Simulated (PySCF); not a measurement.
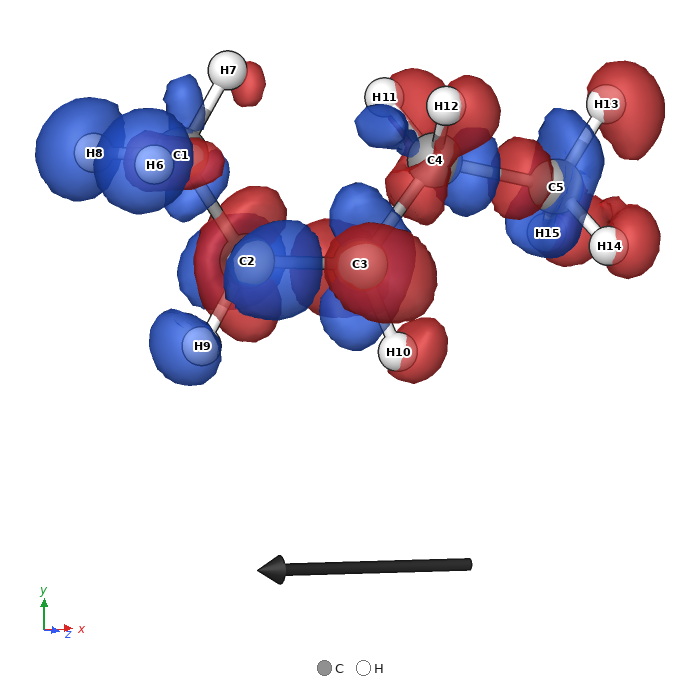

Figure. C$_{5}$H$_{10}$, charge +1, doublet, SMILES `C[CH+][CH]CC`. Change of the electron density in a uniform field of 0.51 V/Å along −x (arrow), surfaces at ±0.008 e/Å³ (red: gain, blue: loss).

Computed with PySCF, HF/6-311+G**, geometry: GFN2-xTB. No frequency check shows the geometry to be a minimum. The basis has diffuse s and p functions alone, which still leaves polarisabilities too small, most of all across bonds. The stability of the open-shell solution wasn't checked. GFN2-xTB doesn't know the spin state, so this open-shell geometry is rough.

Geometry (Å), atoms numbered from 1:

```
C1      -2.1675    0.5697    0.0046
C2      -1.3544   -0.6363   -0.0062
C3       0.0196   -0.7097    0.0048
C4       0.9329    0.4289   -0.0070
C5       2.4034    0.0970    0.0027
H6      -2.8664    0.5308    0.8495
H7      -1.6077    1.4994    0.0303
H8      -2.8436    0.5601   -0.8596
H9      -1.9017   -1.5719   -0.0245
H10      0.4692   -1.6957    0.0222
H11      0.6992    1.0850   -0.8640
H12      0.6920    1.0910    0.8445
H13      3.0047    1.0013    0.0274
H14      2.6649   -0.5217    0.8624
H15      2.6850   -0.4764   -0.8824
```

The field was applied in both directions; the picture shows the one opposite to the script's first.

> How large is the response?

The induced dipole is 1.96 D (along the field); α along this axis, from the fields in both directions, is 77 bohr³ (11.4 Å³).
